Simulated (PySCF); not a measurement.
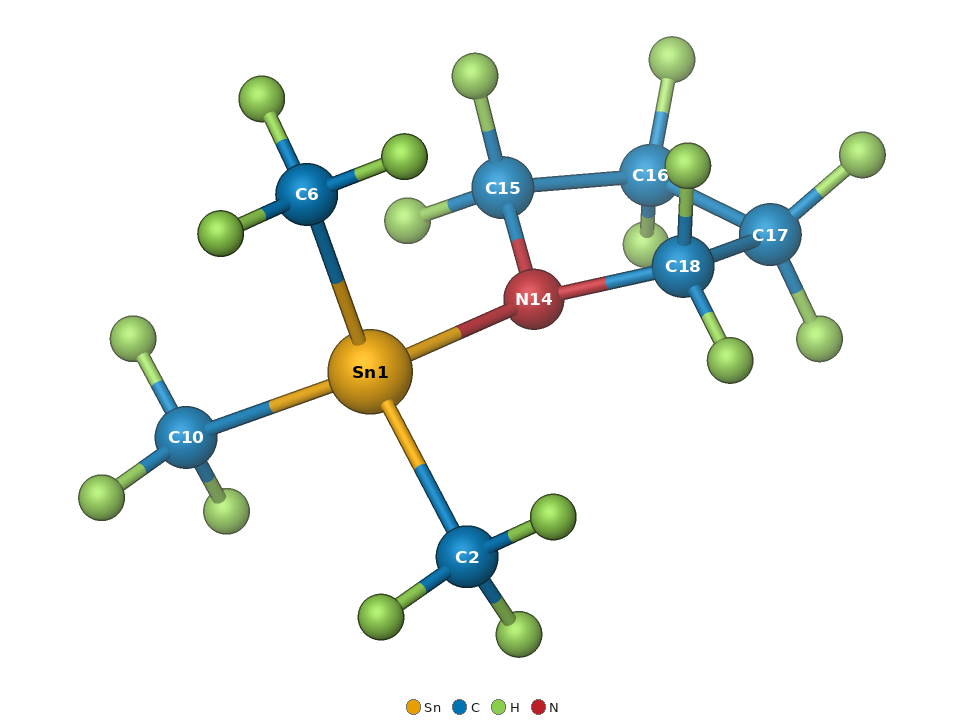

Atoms fade into the background with distance from the viewer. The geometry was computed by an optimisation with PBE0-D3(BJ)/def2-SVP. No frequency run is at hand to confirm it as a minimum.

Question: How is the 5-membered ring N14–C15–C16–C17–C18 puckered?

Answer: It is an envelope, with N14 as the flap. The Cremer–Pople amplitude Q is 0.40 Å.

Question: Give the torsion angles round the ring, beginning with the bond from its second to its third atom.

Answer: −22°, −3°, 28°, −44°, 41°.
